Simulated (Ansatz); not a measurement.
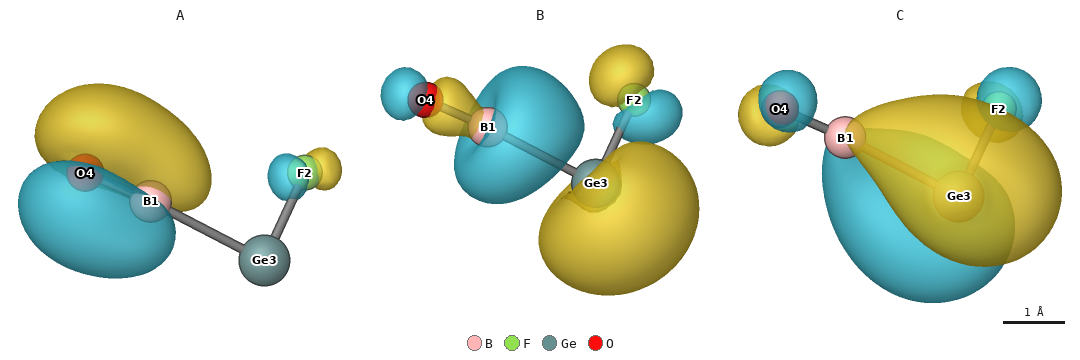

*BFGeO (SMILES O=[B][Ge][F]). Three frontier orbitals at ±0.1 Å⁻³ᐟ² (yellow and cyan are the two phases), in no order.*

Geometry: r2SCAN-D4/def2-SVP.

All numbers below come from Ansatz 0.2.0, isolated molecule in a Gaussian basis; Kohn-Sham density functional theory, functional PBE0.

**Which picture is the HOMO−1, the HOMO and the LUMO?**

A is the HOMO−1 (−10.11 eV). It lies mainly on O4 (about 70 %) and B1 (about 25 %); it is symmetric in the molecular plane (an in-plane orbital: σ, lone-pair or in-plane π type). B is the HOMO (−8.10 eV). It lies mainly on Ge3 (about 60 %), B1 (about 25 %) and F2 (about 10 %); it is symmetric in the molecular plane (an in-plane orbital: σ, lone-pair or in-plane π type). C is the LUMO (−3.85 eV). By Hirshfeld shares it lies mainly on Ge3 (about 75 %), B1 (about 10 %) and F2 (about 5 %); it changes sign across the molecular plane (π type).

**What is the HOMO–LUMO gap?**

4.25 eV between the orbital energies.
